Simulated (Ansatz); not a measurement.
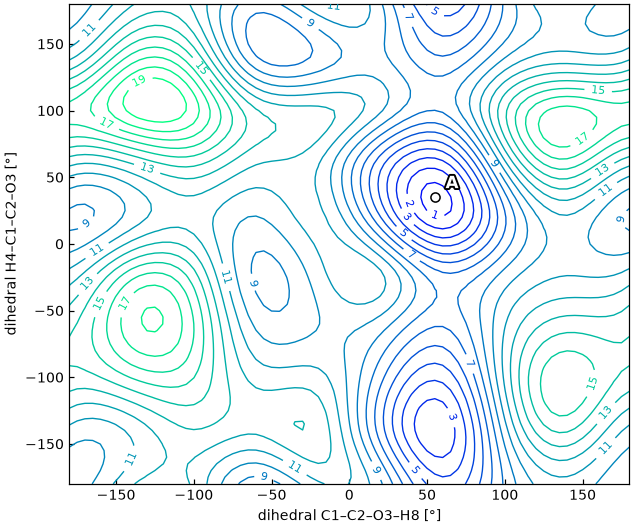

C₂H₅O, SMILES [CH2]CO, spin multiplicity 2. Coordinates scanned: (1) dihedral C1–C2–O3–H8; (2) dihedral H4–C1–C2–O3. Nothing is relaxed (all other coordinates rigid). Grid: 9 × 9 points. Energies: kJ/mol, counted from the relaxed molecule at the same level. Level of theory: UKS PBE0-D4/def2-TZVP (Ansatz).

Drawn: contour lines labelled in kJ/mol (none above 19), the point A. Between grid points the surface is interpolated.

Q: What is the easiest way out of the well at A, and how high is the barrier?

A: The easiest path leads from the well at about dihedral C1–C2–O3–H8 = 55°, dihedral H4–C1–C2–O3 = 35° to the well at dihedral C1–C2–O3–H8 = 60°, dihedral H4–C1–C2–O3 = −140°, about 1.7 kJ/mol higher (on a rigid scan; wells that are mirror images or exchange like atoms can differ by this much). Its highest point lies about 7.3 kJ/mol above the bottom of the first well on the interpolated surface, at about dihedral C1–C2–O3–H8 = 65°, dihedral H4–C1–C2–O3 = −40°. Seen from the upper well the barrier is about 5.7 kJ/mol. The start is the relaxed structure and all else is held, so a fully relaxed path at this level can only be lower.

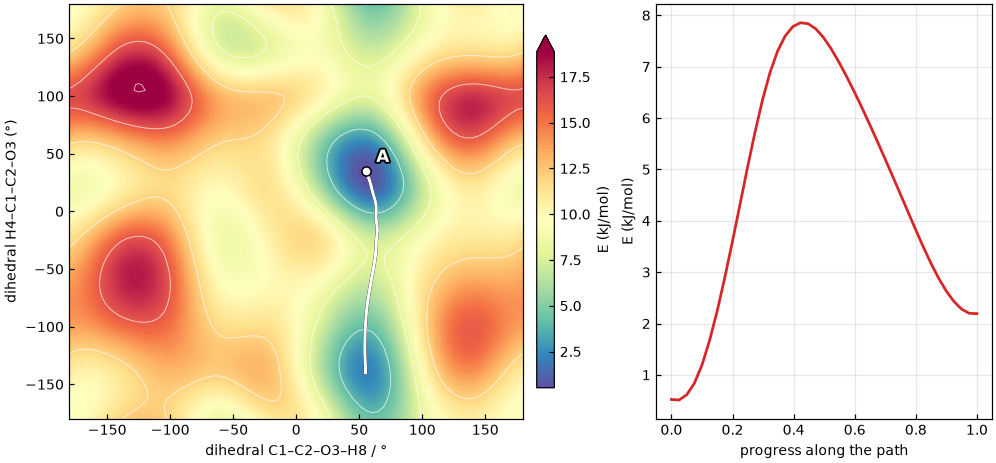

Drawn: a smooth colour map with a few white contour lines, a line along the lowest path, one colour for all values above the top of the scale, the energy along the path at the right. Between grid points the surface is interpolated.
